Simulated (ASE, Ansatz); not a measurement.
# Relaxing Ti2CO2 MXene, 1 layer, S on O sites (80 atoms), part 2 of 3

Aim: bring Ti2CO2 MXene, 1 layer, S on O sites (80 atoms) to a nearby minimum of the energy and see what moves.

Ansatz 0.2.0; Kohn-Sham DFT, r2SCAN, PAW (set soft_2), plane waves.

The cell: 16 C, 32 Ti, 30 O and 2 S. The main run has no spin polarisation. Only the Γ point is sampled, in a cell whose shortest periodic width is 11 Å.

So far. Step 2 (Single point at the start): The r.m.s. force component of 1.7 eV/Å sets the starting point.

## (3) Relaxation

The atoms are relaxed in the fixed cell, aiming at the force tolerance of the input.

input.yaml

```yaml
crystal:
  lattice:
    - [12.3624, 0.0, 0.0]
    - [-6.1812, 10.70615, 0.0]
    - [0.0, 0.0, 20.44]
  atoms:
    [... the 80 atom lines of step 2 ...]
kpoints:
  mp_grid: { grid: [1, 1, 1] }
hamiltonian:
  xc: r2scan
scf:
  occupations: { method: fermi_dirac, width: 0.025 }
output:
  forces: true
relax:
  f_tol: 0.05
  max_steps: 96
```

Run with:

```
> ansatz run input.yaml --threads 4 --pin off --max-ram 8192MiB --backend cpu --events-out ev --progress --plain --runs-dir out
```

Numbers of over 12 decimals in the logs are rounded to 6 here.

Log:

```text
[...]
Crystal: 80 atoms, lattice volume = 2705.310 Å³
Basis set: ecut = 500 eV, 68787 PW (Γ), exchange–correlation on 384×384×600 points (64 copies of the dense FFT grid, shifted against one another)
Bands: 400, of which v1, the nominal top of the filled ones, is band 320 counted from 1 (319 counted from 0)
Symmetry: 1 space group operations
[...]
k-points: 1
[...]
SCF iter   1: F=—  HF=-103119.678942 eV  |F-HF|=—  |Δ(HF+E_count)|=         —  Δρ=1.74e-2  dr2=1.09e1  dr2_τ=5.49e0  ethr=1.77e-3  ⟨swp⟩=7.0  Hψ=1653  notcnv=0  defer=33
[...]
SCF iter   3: F=—  HF=-103120.357877 eV  |F-HF|=—  |Δ(HF+E_count)|=   7.62e-1  Δρ=2.41e-3  dr2=1.54e-1  dr2_τ=1.05e-2  ethr=8.09e-4  ⟨swp⟩=3.0  Hψ=557  notcnv=0  defer=34
automatic band count: iteration 3 solves 371 bands in place of 400: the levels show a gap, and the empty bands left out lie too high to hold charge; the band table lists the bands solved (type scf.n_extra_bands for more)
SCF iter   4: F=—  HF=-103120.377752 eV  |F-HF|=—  |Δ(HF+E_count)|=   1.99e-2  Δρ=1.11e-3  dr2=3.11e-2  dr2_τ=3.95e-3  ethr=2.41e-5  ⟨swp⟩=3.0  Hψ=693  notcnv=0  defer=34
[...]
SCF iter   8: F=-103120.375376 eV  HF=-103120.375422 eV  |F-HF|=4.59e-5  |Δ(HF+E_count)|=   3.77e-5  Δρ=4.20e-5  dr2=5.84e-5  dr2_τ=3.47e-6  ethr=9.77e-9  ⟨swp⟩=3.0  Hψ=1497  notcnv=0
SCF 1 converged in 8 iterations: F = -103120.375376 eV  dr2 = 5.84e-5
[...]
relax step   1: F+E_penalty+E_count = -103120.37537624 eV  Δ(F+E_penalty+E_count) = +0.000e0 eV  max|allowed force component| = 1.198e1 eV/Å  Δτ_max = 0.0000 Å  (8 SCF iters, dr2 threshold 6.25e-5 eV, accepted)
[... from here on, the SCF cycles and remarks between the steps are left out ...]
relax step   2: F+E_penalty+E_count = -103127.18860522 eV  Δ(F+E_penalty+E_count) = -6.813e0 eV  max|allowed force component| = 5.473e0 eV/Å  Δτ_max = 0.1947 Å  (9 SCF iters, dr2 threshold 1.00e-4 eV, accepted)
relax step   3: F+E_penalty+E_count = -103129.32303527 eV  Δ(F+E_penalty+E_count) = -2.134e0 eV  max|allowed force component| = 2.470e0 eV/Å  Δτ_max = 0.1947 Å  (8 SCF iters, dr2 threshold 1.00e-4 eV, accepted)
relax step   4: F+E_penalty+E_count = -103130.13653176 eV  Δ(F+E_penalty+E_count) = -8.135e-1 eV  max|allowed force component| = 5.615e-1 eV/Å  Δτ_max = 0.2000 Å  (7 SCF iters, dr2 threshold 1.00e-4 eV, accepted)
relax step   5: F+E_penalty+E_count = -103130.27953920 eV  Δ(F+E_penalty+E_count) = -1.430e-1 eV  max|allowed force component| = 4.001e-1 eV/Å  Δτ_max = 0.0789 Å  (8 SCF iters, dr2 threshold 1.97e-5 eV, accepted)
relax step   6: F+E_penalty+E_count = -103130.05741504 eV  Δ(F+E_penalty+E_count) = +2.221e-1 eV  max|allowed force component| = 1.053e0 eV/Å  Δτ_max = 0.1853 Å  (9 SCF iters, dr2 threshold 1.00e-5 eV, rejected (line search))
relax step   7: F+E_penalty+E_count = -103130.39340739 eV  Δ(F+E_penalty+E_count) = -1.139e-1 eV  max|allowed force component| = 3.430e-1 eV/Å  Δτ_max = 0.0590 Å  (12 SCF iters, accepted)
relax step   8: F+E_penalty+E_count = -103130.49506208 eV  Δ(F+E_penalty+E_count) = -1.017e-1 eV  max|allowed force component| = 1.197e-1 eV/Å  Δτ_max = 0.0568 Å  (8 SCF iters, dr2 threshold 5.98e-5 eV, accepted)
relax step   9: F+E_penalty+E_count = -103130.51386034 eV  Δ(F+E_penalty+E_count) = -1.880e-2 eV  max|allowed force component| = 3.029e-2 eV/Å  Δτ_max = 0.0172 Å  (9 SCF iters, accepted)
[...]
SCF iter   2: F=-103130.513860 eV  HF=-103130.513860 eV  |F-HF|=4.95e-8  |Δ(HF+E_count)|=   6.61e-8  Δρ=1.31e-6  dr2=3.55e-8  dr2_τ=2.90e-9  ethr=1.52e-11  ⟨swp⟩=5.0  Hψ=1079  notcnv=0
SCF 10 converged in 2 iterations: F = -103130.513860 eV  dr2 = 3.55e-8
SCF converged after 2 iterations
Free energy (F): -103130.513860 eV
[...]
Internal energy: -103130.513860 eV  (E = F + TS)
E sigma→0 (E₀):  -103130.513860 eV
Entropy (-TS):   -0.000000 eV (-0.000 meV/atom)
Fermi energy:    -0.070107 eV
[...]
--- Forces (eV/Å), atoms counted from 1 ---
  atom   1  C     -0.00965524     0.00055616    -0.00840728
  atom   2  Ti    -0.00366849     0.00625489     0.00855743
  atom   3  Ti    -0.00652641     0.00496865    -0.00963820
  atom   4  O      0.00819660    -0.00429255    -0.00180414
  atom   5  O      0.00460604     0.00271766     0.00658238
  atom   6  C     -0.00340476    -0.00578301    -0.00191220
  atom   7  Ti    -0.00222923     0.01060338     0.00281986
  atom   8  Ti    -0.00572399     0.01006305    -0.00494017
  atom   9  O      0.00230454    -0.00256153    -0.00007334
  atom  10  O      0.00975865    -0.00704106    -0.00301425
  atom  11  C     -0.00641133     0.00077249     0.01215592
  atom  12  Ti     0.00609965    -0.01262746     0.00599212
  atom  13  Ti     0.00603038     0.00705867    -0.00612228
  atom  14  S      0.00761520    -0.00114194    -0.02631350
[...]
atom  79  O      0.00227348     0.00368505    -0.00092728
  atom  80  O      0.00913588     0.00218424     0.00228759
  max |Σ_I F_I| component: 1.25e-3 eV/Å
--- Relaxed structure (9 steps of the walk, 8 accepted, 0 SCFs on fresh bases) ---
  F+E_penalty+E_count = -103130.51386034 eV   max|allowed force component| = 3.029e-2 eV/Å
  atoms:
    - { symbol: C, position: [1.002379, -0.000217978, 0.499145] }
    - { symbol: Ti, position: [0.077133, 0.163468, 0.563320] }
    - { symbol: Ti, position: [0.156084, 0.079991, 0.436258] }
    - { symbol: O, position: [0.169368, 0.083116, 0.604054] }
[...]
- { symbol: O, position: [0.833631, 0.916132, 0.394649] }
```

The job ended after 12 min (4 threads of Arm Neoverse V2, shared host; peak memory 7.5 GiB).

Relaxation path:

```csv
step,energy less that of the first step (eV),largest force component (eV/Å)
1,0.0000,11.9812
2,-6.8132,5.4729
3,-8.9477,2.4700
4,-9.7612,0.5615
5,-9.9042,0.4001
6,-9.6820,1.0530
7,-10.0180,0.3430
8,-10.1197,0.1197
9,-10.1385,0.0303
```

Relaxation step 6 was tried and not accepted.

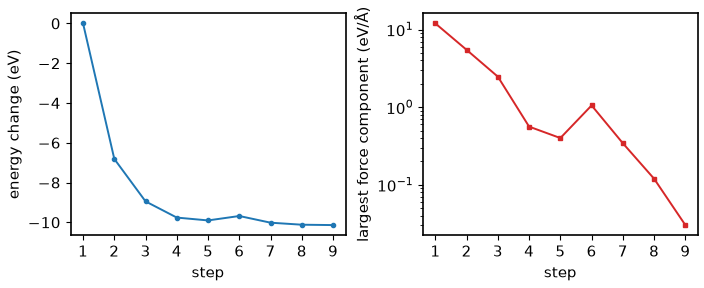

Energy and largest force along the relaxation.

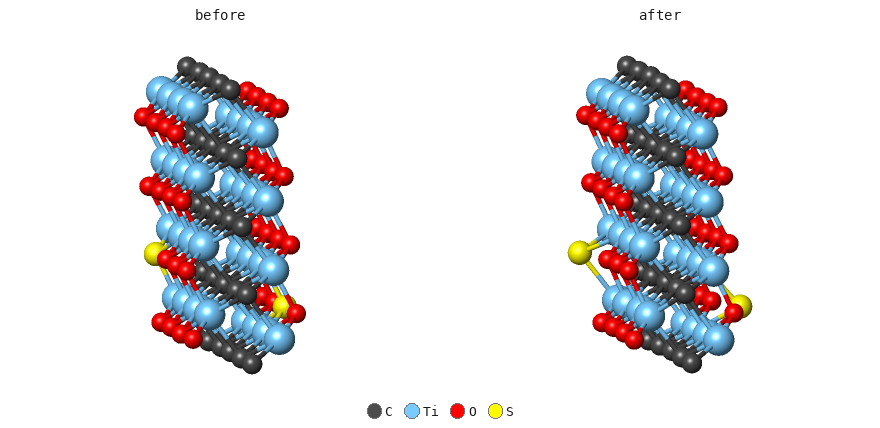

The structure before and after the relaxation, drawn at the same scale.

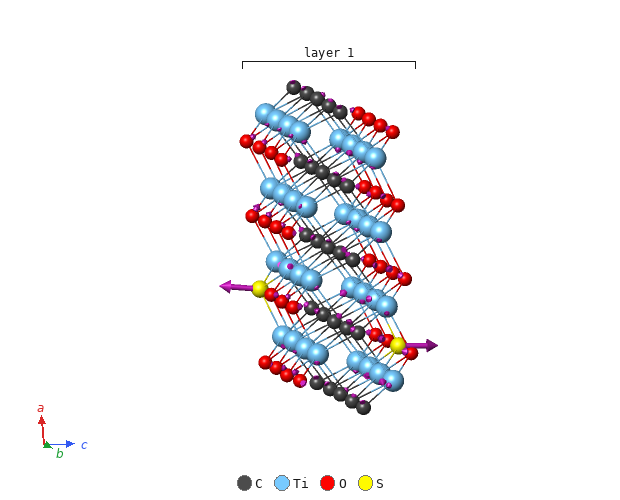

Displacements in the relaxation, exaggerated; the longest in the cell stands for 0.66 Å. Some periodic images of atoms are drawn too.

The atoms that moved most (Å):

| atom | dx | dy | dz | length |
| --- | --- | --- | --- | --- |
| S25 | 0.063 | 0.003 | -0.654 | 0.657 |
| S14 | 0.011 | -0.025 | 0.635 | 0.635 |
| O45 | 0.132 | 0.056 | 0.081 | 0.164 |
| O9 | 0.089 | -0.089 | -0.105 | 0.164 |
| Ti22 | -0.086 | 0.017 | -0.117 | 0.146 |
| O15 | 0.042 | 0.016 | 0.133 | 0.140 |
| Ti13 | -0.052 | -0.025 | 0.127 | 0.139 |
| Ti12 | -0.129 | 0.047 | 0.013 | 0.138 |

The relaxation changed the energy by -127 meV/atom, and atoms moved by 0.13 Å r.m.s., 0.66 Å at most.

## (4) Local order after relaxation

Bonds before and after, by the cutoffs listed below:

| pair | bonds before | bonds after | mean before (Å) | mean after (Å) | spread before (Å) | spread after (Å) |
| --- | --- | --- | --- | --- | --- | --- |
| Ti-O | 90 | 90 | 2.001 | 1.977 | 0.026 | 0.063 |
| Ti-C | 96 | 96 | 2.218 | 2.206 | 0.028 | 0.072 |
| Ti-S | 6 | 6 | 1.989 | 2.429 | 0.022 | 0.046 |

Normalised to the volume that the atoms fill. Pair distribution functions g(r), in bins of 0.2 Å:

```csv
r (Å),total,Ti-Ti,Ti-O,Ti-C,Ti-S,O-O,O-C
1.80,0.29,0.00,0.96,0.00,0.00,0.00,0.00
2.00,2.79,0.00,8.53,1.47,0.00,0.00,0.00
2.20,2.22,0.00,0.28,13.35,0.00,0.00,0.00
2.40,0.27,0.00,0.00,0.88,6.46,0.00,0.00
2.60,0.00,0.00,0.00,0.00,0.00,0.00,0.00
2.80,1.44,0.00,0.00,0.00,0.00,0.00,9.64
3.00,2.19,5.90,0.00,0.00,0.00,6.05,0.00
3.20,1.65,5.90,0.00,0.00,0.00,1.91,0.00
3.40,0.34,0.00,1.06,0.00,0.00,0.00,0.00
3.60,0.62,0.00,1.68,0.70,0.00,0.00,0.00
3.80,1.05,0.00,1.14,4.22,1.72,0.00,0.00
4.00,0.09,0.00,0.00,0.36,1.58,0.00,0.00
4.20,0.66,0.00,0.00,0.00,0.00,0.00,4.38
4.40,0.31,1.96,0.00,0.00,0.00,0.00,0.00
4.60,1.36,0.00,3.62,0.00,0.00,1.70,0.00
4.80,1.42,0.00,2.95,3.21,0.54,0.04,0.00
5.00,0.65,0.00,0.29,3.14,2.78,0.00,0.00
5.20,1.02,0.23,0.00,0.00,2.58,0.49,5.65
5.40,1.38,5.04,0.00,0.00,0.00,2.12,0.00
5.60,0.22,0.00,0.00,0.00,0.00,1.23,0.00
5.80,0.00,0.00,0.00,0.00,0.00,0.00,0.00
6.00,0.06,0.13,0.00,0.00,0.00,0.17,0.00
6.20,0.85,1.86,0.34,0.00,0.00,1.69,0.00
6.40,1.19,0.00,2.44,1.16,0.00,1.96,0.00
6.60,0.66,0.00,0.90,2.27,1.31,0.00,0.02
6.80,0.63,0.30,0.00,0.10,2.08,0.00,3.26
7.00,0.55,1.28,1.02,0.02,0.00,0.00,0.02
7.20,0.51,0.00,1.17,0.93,0.36,0.00,0.00
```

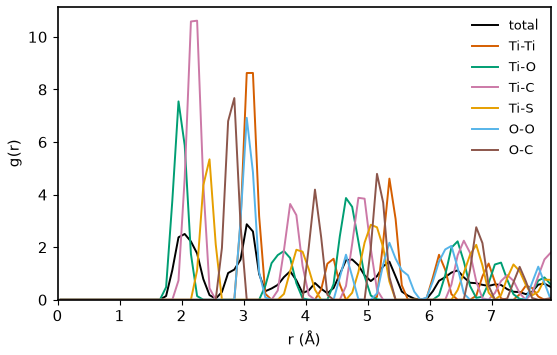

Pair distribution functions, lightly smoothed.

Bonds by pair of elements; cutoffs follow the first minimum of g(r), held within bounds set by covalent radii, and pairs that aren't listed don't count as bonded:

```csv
pair A-B,cutoff (Å),bonds,mean length (Å),spread (Å),shortest (Å),B about A,A about B
Ti-O,2.64,90,1.98,0.063,1.89,2.81,3
Ti-C,2.64,96,2.21,0.072,2.07,3,6
Ti-S,3.1,6,2.43,0.046,2.36,0.188,3
```

How many atoms have how many bonded neighbours:

| element | mean | 3 | 6 |
| --- | --- | --- | --- |
| C | 6 | 0 | 16 |
| O | 3 | 30 | 0 |
| S | 3 | 2 | 0 |
| Ti | 6 | 0 | 32 |

Bond angles (no mean is given where the spread exceeds 20°):

| angle | count | mean (°) | spread (°) |
| --- | --- | --- | --- |
| C-Ti-O | 270 | - | - |
| Ti-C-Ti | 240 | - | - |
| C-Ti-C | 96 | 89 | 2 |
| Ti-O-Ti | 90 | 102 | 2.5 |
| O-Ti-O | 84 | 103 | 2.7 |

For some of the pairs, g(r) has its first main peak near 3.10 Å (Ti-Ti), 1.97 Å (Ti-O), 2.20 Å (Ti-C), 2.42 Å (Ti-S), 3.08 Å (O-O) and 2.80 Å (O-C). Counting bonds as in the table, all C atoms have 6, all O atoms have 3, all S atoms have 3 and all Ti atoms have 6 bonded neighbours.

[end of part 2 of 3]

[Logs are printed without paths, hosts, clocks, repeated set-up lines and the standing remarks that a program may print on its own settings, such as how far it seeks lower states.]

[Hosts, paths, dates, database ids (printed as entryN), source tags and the programs' standing remarks are cut or masked in the printed files.]
